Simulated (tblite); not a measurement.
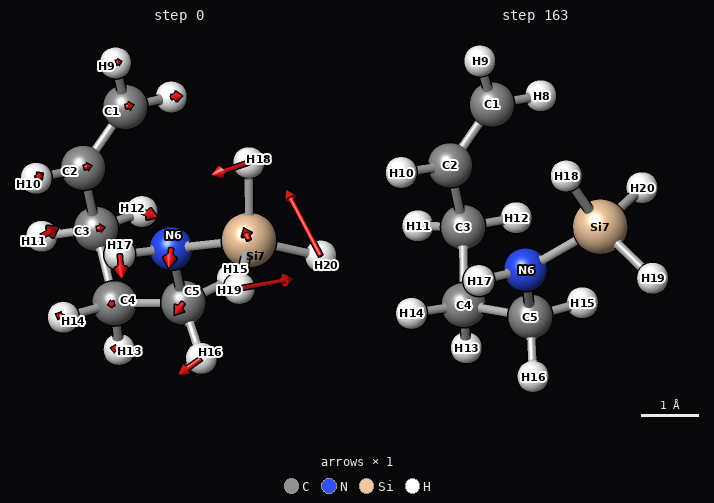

The structure of C5H13NSi before (left) and after (right) a relaxation, at one scale. The red arrows give the displacements, at their true length.

A ball-and-stick model, seen from a free direction.

Method: GFN2-xTB geometry optimisation, gas phase (tblite). 

**What changed between the two?**

The largest move after the best rigid fit is that of H20, 1.47 Å. Largest moves by element: H 1.47 Å, N 0.45 Å, C 0.33 Å, Si 0.28 Å. Some distances before and after: N6–Si7 1.787 → 1.712 Å, C4–H14 1.137 → 1.093 Å, N6–H17 1.045 → 1.008 Å, C3–C4 1.497 → 1.531 Å. Among the angles between lasting bonds that change: C5–N6–Si7 113.3° → 125.0°, N6–Si7–H20 112.9° → 106.7°, Si7–N6–H17 112.9° → 119.1°. Groups turn about N6–Si7 by about 35°. The energy falls by 0.521 eV in 163 geometry steps. Cost: 1.9 s on 1 thread of Arm Neoverse N1, on a shared host.
